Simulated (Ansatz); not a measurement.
**Cl₂GeHS radical: small, medium and large basis sets**

Aim: see how fast density functionals converge with the basis set for Cl₂GeHS radical.

Computed with Ansatz 0.2.0, Gaussian basis. Level: one geometry, several basis sets.

The runs, in order: PBE0-D4/def2-SVP; ωB97M-V/def2-SVP; PBE0-D4/def2-QZVPP; ωB97M-V/def2-QZVPP; the functionals' def2-TZVPP values are taken from earlier runs.

**1. The geometry**

All runs share one geometry, relaxed beforehand with PBE0-D4 in a triple-zeta def2 set.

SMILES `[SH][Ge]([Cl])[Cl]`, 5 atoms, charge 0, spin multiplicity 2.

Atoms are counted from 1 here; the program's logs count them from 0.

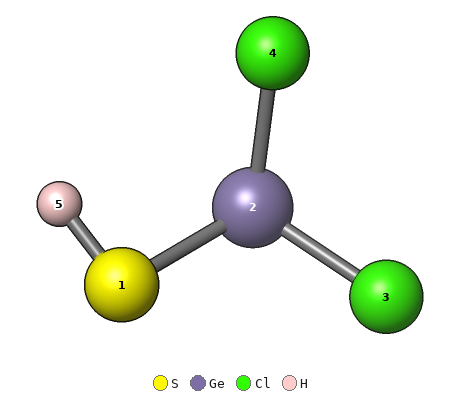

The structure; sulfur yellow, germanium purple, chlorine green, hydrogen pink; atoms are numbered from 1 in the order of the file.

**2. PBE0-D4 in def2-SVP**

Input file in.yaml:

```yaml
crystal:
  periodic: [false, false, false]
  atoms:
    - {symbol: S, position_ang: [0.153602, 1.617094, -0.194546]}
    - {symbol: Ge, position_ang: [-0.018054, -0.448973, 0.614919]}
    - {symbol: Cl, position_ang: [2.005822, -1.112325, 0.940328]}
    - {symbol: Cl, position_ang: [-0.952628, -1.757842, -0.834837]}
    - {symbol: H, position_ang: [-1.138941, 1.628445, -0.567264]}
basis:
  gaussian: {orbitals: def2-SVP}
magnetization: {spin_polarized: true, initial_magnetization: 1}
hamiltonian: {xc: pbe0, dispersion: d4}
output: {orbitals: {seedname: orbitals}}
```

Run with:

```
$ ansatz run in.yaml --threads 4 --pin off --events-out ev --progress --plain --max-ram 10444MiB
```

The runs that follow: ωB97M-V in def2-SVP; PBE0-D4 in def2-QZVPP; ωB97M-V in def2-QZVPP.

Q: Predict the results of all the runs planned. Wanted: PBE0-D4: double and triple zeta above quadruple; ωB97M-V: double and triple zeta above quadruple.

As calculated:

| quantity | value |
| --- | --- |
| PBE0-D4: double and triple zeta above quadruple | 21.92, 2.28 eV |
| ωB97M-V: double and triple zeta above quadruple | 21.67, 2.20 eV |

In words: PBE0-D4 gains 19.64 eV from double to triple zeta, then 2.28 eV more. Total energies overstate the basis error of differences, where much of it tends to cancel.
